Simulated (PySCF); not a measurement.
Zn(SiH3)2 (H₆Si₂Zn).

Method: TPSSh/def2-TZVP; geometry: GFN2-xTB; program: PySCF. No frequency check shows the geometry to be a minimum. A basis without diffuse functions makes polarisabilities too small. GFN2-xTB bond lengths at metals and heavier atoms can be off by up to 0.1 Å and shapes distorted, which carries into these values.

Coordinates in Å:

```
Zn1      0.0000    0.0075    0.0002
Si2      2.4610   -0.0073    0.0005
H3       3.0873    0.2966   -1.3012
H4       3.0873   -1.2776    0.3859
H5       3.0873    0.9706    0.9056
Si6     -2.4610   -0.0073    0.0005
H7      -3.0873    1.3003   -0.2768
H8      -3.0873   -0.4185    1.2627
H9      -3.0873   -0.8923   -0.9956
```

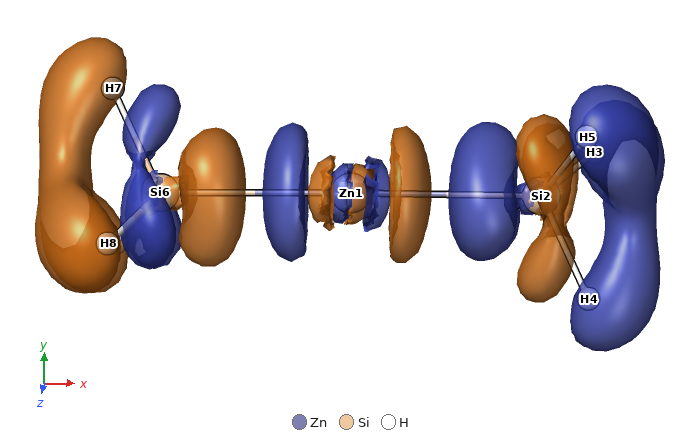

Change of the electron density in a uniform field of 0.41 V/Å, surfaces at ±0.005 e/Å³ (orange: gain, blue: loss).

The field was applied in both directions; the picture shows the one opposite to the script's first.

### Along which Cartesian direction does the field point?

Along +x: electrons gather on the −x side, against the field.

### How large is the response?

The induced dipole is 2.87 D (along the field); α along this axis, from the fields in both directions, is 141 bohr³ (20.9 Å³).
